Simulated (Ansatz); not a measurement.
**Geometry relaxation, with input and output: BSiH$_{7}$O (part 1 of 2)**

- system: BSiH$_{7}$O
- method: RKS PBE-D4/def2-SVP (Ansatz 0.2.0)

The input holds or restrains some coordinates. It belongs to a series of runs on one base structure; here: pulled along the bonds that form and break, towards end B.

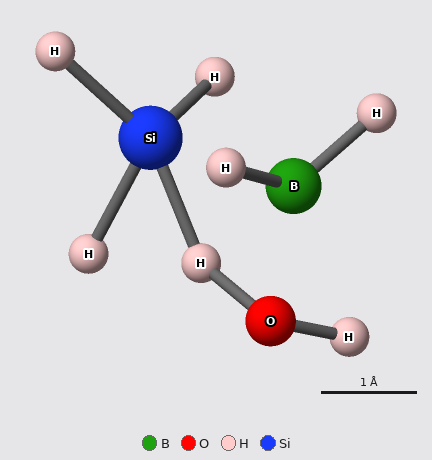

Figure 1. The starting structure (ball-and-stick view, seen at a tilt).

Input file:
```yaml
crystal:
  periodic: [false, false, false]
  atoms:
    - { symbol: B, position_ang: [0.0, 0.0, 0.0] }
    - { symbol: O, position_ang: [0.0, 0.0, 1.76] }
    - { symbol: H, position_ang: [-0.9095, -0.2814, 2.0971] }
    - { symbol: H, position_ang: [1.0305, 0.0, -0.595] }
    - { symbol: H, position_ang: [-1.0305, 0.0, -0.595] }
    - { symbol: Si, position_ang: [0.1008, 2.1328, 0.7095] }
    - { symbol: H, position_ang: [0.6771, 2.1737, 2.0503] }
    - { symbol: H, position_ang: [0.9351, 2.9107, -0.2019] }
    - { symbol: H, position_ang: [-1.2441, 2.7001, 0.741] }
    - { symbol: H, position_ang: [0.0529, 1.1188, 1.7067] }
basis:
  gaussian: { orbitals: def2-SVP }
hamiltonian:
  xc: pbe
  dispersion: d4
relax:
  f_tol: 0.15
  max_steps: 25
  restrain:
    - { distance: [0, 5], at: 1.95, k: 30.0 }
    - { distance: [9, 1], at: 1.01, k: 30.0 }
    - { distance: [0, 1], at: 2.61, k: 30.0 }
    - { distance: [9, 5], at: 2.66, k: 30.0 }
output:
  orbitals: {}
```

Command:
```bash
ansatz run input.yaml --threads 1 --pin off --max-ram 2048MiB --backend cpu --events-out ev --progress --plain --runs-dir out
```

Output:
```
The last accepted step is kept in [file] (removed where the run ends without a failure and the disk answers)
Engine: ansatz 0.2.0, x86_64-unknown-linux-gnu
Functional definition: PBE
  parameter kappa = 0.804
  parameter beta = 0.06672455060314922
  exchange = pbe_x(kappa = kappa, mu = beta*pi^2/3)
  correlation = pbe_c(beta = beta)
899 factors; their error is unknown
mean field evaluation 1: about -10693.8928 eV, gradient 4.1e1 eV
mean field evaluation 2: about -10684.8957 eV, gradient 7.9e1 eV
mean field evaluation 4: about -10698.0667 eV, gradient 6.7e0 eV
mean field evaluation 8: about -10698.1750 eV, gradient 1.6e-1 eV
mean field evaluation 16: about -10698.1750 eV, gradient 1.4e-5 eV
mean field -10698.17503430 eV, -393.1506810269 hartree, gradient 1.4e-5 eV, S^2 0.000000; 0 other end points of the search recorded, 0 dependent functions left out
the calculation of the forces begins
reference -10698.17506806 eV, -393.1506822676 hartree; 17, 17 occupied and 64, 64 virtual orbitals, 899 factors
relax step   1: F+E_penalty+E_count = -10698.33047895 eV  Δ(F+E_penalty+E_count) = +0.000e0 eV  max|allowed force component| = 7.198e0 eV/Å  E_restraint = 35.32608293 eV  max|allowed force component, restraints' pulls added| = 3.604e1 eV/Å  Δτ_max = 0.0000 Å  (26 SCF iters, accepted)
  distance B 0 - Si 5 = 2.2500 Å
  distance H 9 - O 1 = 1.1213 Å
  distance B 0 - O 1 = 1.7600 Å
  distance H 9 - Si 5 = 1.4230 Å
these checks for a lower state are left out or cut short: starts, cluster_reference, orbital_swaps, neighbouring_geometries, increment
899 factors; their error is unknown
mean field -10699.78536872 eV, -393.2098597256 hartree, gradient 1.1e-5 eV, S^2 0.000000; 0 other end points of the search recorded, 0 dependent functions left out
[... from here on the field's lines of each further geometry are left out, up to the last ...]
relax step   2: F+E_penalty+E_count = -10699.93909625 eV  Δ(F+E_penalty+E_count) = -1.609e0 eV  max|allowed force component| = 3.575e0 eV/Å  E_restraint = 18.69664140 eV  max|allowed force component, restraints' pulls added| = 2.214e1 eV/Å  Δτ_max = 0.1948 Å  (35 SCF iters, accepted)
relax step   3: F+E_penalty+E_count = -10700.23816108 eV  Δ(F+E_penalty+E_count) = -2.991e-1 eV  max|allowed force component| = 3.291e0 eV/Å  E_restraint = 7.80064384 eV  max|allowed force component, restraints' pulls added| = 1.385e1 eV/Å  Δτ_max = 0.1947 Å  (33 SCF iters, accepted)
relax step   4: F+E_penalty+E_count = -10700.47063419 eV  Δ(F+E_penalty+E_count) = -2.325e-1 eV  max|allowed force component| = 3.562e0 eV/Å  E_restraint = 1.91647023 eV  max|allowed force component, restraints' pulls added| = 7.527e0 eV/Å  Δτ_max = 0.1948 Å  (27 SCF iters, accepted)
relax step   5: F+E_penalty+E_count = -10700.78448649 eV  Δ(F+E_penalty+E_count) = -3.139e-1 eV  max|allowed force component| = 2.913e0 eV/Å  E_restraint = 0.17444661 eV  max|allowed force component, restraints' pulls added| = 2.641e0 eV/Å  Δτ_max = 0.1947 Å  (27 SCF iters, accepted)
relax step   6: F+E_penalty+E_count = -10701.19765611 eV  Δ(F+E_penalty+E_count) = -4.132e-1 eV  max|allowed force component| = 1.190e0 eV/Å  E_restraint = 0.01145113 eV  max|allowed force component, restraints' pulls added| = 1.029e0 eV/Å  Δτ_max = 0.1960 Å  (28 SCF iters, accepted)
relax step   7: F+E_penalty+E_count = -10701.24051092 eV  Δ(F+E_penalty+E_count) = -4.285e-2 eV  max|allowed force component| = 6.891e-1 eV/Å  E_restraint = 0.01786806 eV  max|allowed force component, restraints' pulls added| = 2.938e-1 eV/Å  Δτ_max = 0.1762 Å  (28 SCF iters, accepted)
relax step   8: F+E_penalty+E_count = -10701.21370989 eV  Δ(F+E_penalty+E_count) = +2.680e-2 eV  max|allowed force component| = 1.306e0 eV/Å  E_restraint = 0.02016806 eV  max|allowed force component, restraints' pulls added| = 6.201e-1 eV/Å  Δτ_max = 0.1698 Å  (26 SCF iters, rejected (line search))
relax step   9: F+E_penalty+E_count = -10701.25829442 eV  Δ(F+E_penalty+E_count) = -1.778e-2 eV  max|allowed force component| = 8.706e-1 eV/Å  E_restraint = 0.01682993 eV  max|allowed force component, restraints' pulls added| = 2.600e-1 eV/Å  Δτ_max = 0.0822 Å  (26 SCF iters, accepted)
relax step  10: F+E_penalty+E_count = -10701.26850488 eV  Δ(F+E_penalty+E_count) = -1.021e-2 eV  max|allowed force component| = 7.928e-1 eV/Å  E_restraint = 0.01722844 eV  max|allowed force component, restraints' pulls added| = 1.122e-1 eV/Å  Δτ_max = 0.0998 Å  (26 SCF iters, accepted)
relax step  11: F+E_penalty+E_count = -10701.27114982 eV  Δ(F+E_penalty+E_count) = -2.645e-3 eV  max|allowed force component| = 8.527e-1 eV/Å  E_restraint = 0.01449655 eV  max|allowed force component, restraints' pulls added| = 4.175e-1 eV/Å  Δτ_max = 0.1427 Å  (26 SCF iters, accepted)
relax step  12: F+E_penalty+E_count = -10701.27034357 eV  Δ(F+E_penalty+E_count) = +8.062e-4 eV  max|allowed force component| = 8.454e-1 eV/Å  E_restraint = 0.01242029 eV  max|allowed force component, restraints' pulls added| = 4.551e-1 eV/Å  Δτ_max = 0.1342 Å  (26 SCF iters, accepted)
the calculation of the forces begins
reference -10701.13388965 eV, -393.2594169556 hartree; 17, 17 occupied and 64, 64 virtual orbitals, 899 factors
relax step  13: F+E_penalty+E_count = -10701.27997347 eV  Δ(F+E_penalty+E_count) = -9.630e-3 eV  max|allowed force component| = 7.339e-1 eV/Å  E_restraint = 0.01621135 eV  max|allowed force component, restraints' pulls added| = 4.076e-2 eV/Å  Δτ_max = 0.0379 Å  (27 SCF iters, accepted)
```

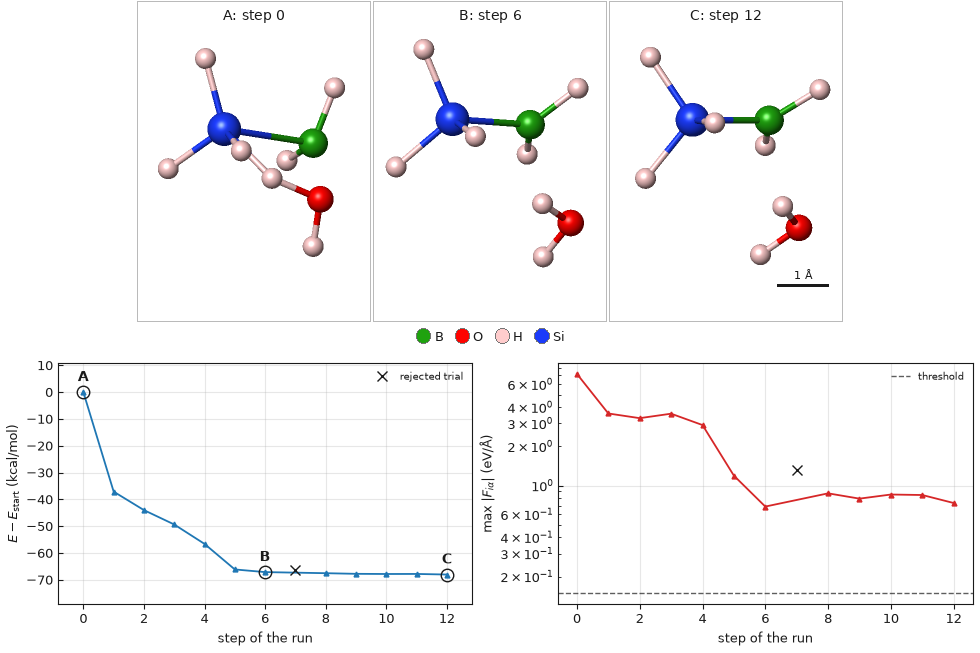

Figure 2. Frames of the restrained relaxation (ball-and-stick view, seen at a tilt) above the curves, on which the letters mark them (the first geometry is step 0 here and step 1 in the log).

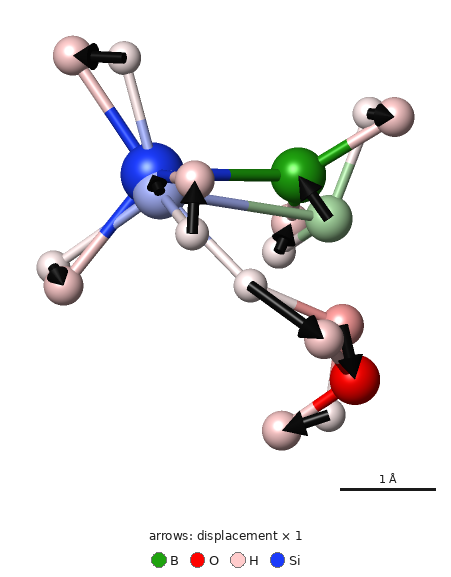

Figure 3. Start (faint) and end (solid) with the displacements as black arrows, at true length (ball-and-stick view, seen at a tilt). The two geometries are laid on each other by the best rigid fit. The atom that moves furthest after the best rigid fit is H10 (1.03 Å). By element the largest moves are H 1.03 Å, O 0.59 Å, B 0.56 Å, Si 0.24 Å. Distances before and after: Si6–H10 1.423 → 2.663 Å, B1–Si6 2.250 → 1.970 Å, O2–H10 1.121 → 0.992 Å, Si6–H7 1.460 → 1.517 Å. Bonds break: Si6–H10 (1.42 → 2.66 Å). Among the angles that change: H4–B1–Si6 96.8° → 120.4°, H5–B1–Si6 101.3° → 121.5°, H3–O2–H10 109.7° → 102.6°. After 12 geometry steps the energy has fallen by 68.0 kcal/mol. The largest force component goes from 7.2 to 0.73 eV/Å. The line search rejected the trial step at point 7 (counted from 0) and went back. (Atoms are counted from 1 in the order of the input.)

```
  distance B 0 - Si 5 = 1.9704 Å
  distance H 9 - O 1 = 0.9921 Å
  distance B 0 - O 1 = 2.5918 Å
  distance H 9 - Si 5 = 2.6632 Å
899 factors; their error is unknown
mean field -10701.13385487 eV, -393.2594156775 hartree, gradient 8.2e-6 eV, S^2 0.000000; 1 other end points of the search recorded, 0 dependent functions left out
the calculation of the forces begins
reference -10701.13388965 eV, -393.2594169556 hartree; 17, 17 occupied and 64, 64 virtual orbitals, 899 factors
Total energy: -10701.28000825 eV, -393.2647867150 hartree
Atom 0 at     0.154729     0.405936    -0.336217 Å, force    -0.081753    -0.733861     0.249368 eV/Å
Atom 1 at    -0.362089    -0.305867     2.101705 Å, force     0.427196     0.544183    -0.318818 eV/Å
Atom 2 at    -1.247360     0.104718     2.167872 Å, force     0.004576    -0.003386     0.004612 eV/Å
Atom 3 at     1.205746    -0.198102    -0.436814 Å, force    -0.002926     0.006965    -0.000017 eV/Å
Atom 4 at    -0.830214    -0.081048    -0.858281 Å, force    -0.005337     0.003997     0.001956 eV/Å
Atom 5 at     0.112368     2.205175     0.465886 Å, force     0.009840     0.639447     0.136395 eV/Å
Atom 6 at     1.059078     2.320808     1.645193 Å, force     0.011889     0.001329     0.014599 eV/Å
Atom 7 at     0.529293     3.286047    -0.507229 Å, force    -0.007355    -0.003592     0.013611 eV/Å
Atom 8 at    -1.244518     2.603330     0.997880 Å, force    -0.030061     0.009051     0.010096 eV/Å
Atom 9 at     0.235268     0.413702     2.432704 Å, force    -0.326070    -0.464135    -0.111801 eV/Å
Dipole moment:    -0.152082     0.094007     0.278947 e Å
```

Trajectory as extended XYZ (Å, eV, eV/Å), 13 frames, from step=1 to step=13:
```
10
Properties=species:S:1:pos:R:3:forces:R:3 step=1 energy=-10698.33048
B     0.0000    0.0000    0.0000    0.2501   3.7954   1.2910
O     0.0000    0.0000    1.7600   -1.5465  -2.8794   0.5673
H    -0.9095   -0.2814    2.0971    1.0827   0.1847  -0.3634
H     1.0305    0.0000   -0.5950    0.7885  -1.1015   0.2966
H    -1.0305    0.0000   -0.5950   -0.8048  -0.7579   0.2520
Si    0.1008    2.1328    0.7095   -0.3463   3.4156  -7.1975
H     0.6771    2.1737    2.0503    0.3702   0.4020   1.1117
H     0.9351    2.9107   -0.2019    0.6136   0.9245  -0.1433
H    -1.2441    2.7001    0.7410   -0.7311   0.6267   0.4108
H     0.0529    1.1188    1.7067    0.3235  -4.6102   3.7748
10
Properties=species:S:1:pos:R:3:forces:R:3 step=2 energy=-10699.93910
B     0.0047    0.0985   -0.0899    0.1766   3.5752   1.8827
O     0.0021   -0.0419    1.8946   -0.1770  -1.4357  -0.9693
H    -0.9194   -0.2879    2.1040   -0.1389   0.0045   0.1016
H     1.0458   -0.0097   -0.6011    1.1765  -1.1756  -0.0970
H    -1.0441   -0.0062   -0.6005   -1.0775  -0.9382  -0.0040
Si    0.1003    2.1930    0.5619   -1.0073  -1.8058  -0.3471
H     0.6703    2.1778    2.0323   -0.1287   0.3758  -0.6130
H     0.9526    2.9337   -0.2200    1.7058   2.0521  -1.4501
H    -1.2528    2.7095    0.7405   -0.7287   0.7304   0.1113
H     0.0527    0.9879    1.8509    0.1993  -1.3827   1.3850
10
Properties=species:S:1:pos:R:3:forces:R:3 step=3 energy=-10700.23816
B     0.0085    0.2089   -0.1877    0.0635   2.8819   1.6516
O     0.0065   -0.0851    2.0114    0.2761  -2.2881  -1.1271
H    -0.9292   -0.2904    2.1071   -0.7624  -0.2326   0.2046
H     1.0616   -0.0235   -0.6054    1.2085  -1.1766  -0.3126
H    -1.0579   -0.0185   -0.6029   -1.0185  -1.0084  -0.1467
Si    0.0879    2.2247    0.4301   -1.5961  -3.2911   2.8773
H     0.6651    2.1811    2.0128   -0.3178   0.3848  -1.5247
H     0.9776    2.9624   -0.2436    2.3983   2.6823  -2.0063
H    -1.2603    2.7175    0.7394   -0.5883   0.7471  -0.1627
H     0.0526    0.8777    2.0114    0.3366   1.3005   0.5466
```
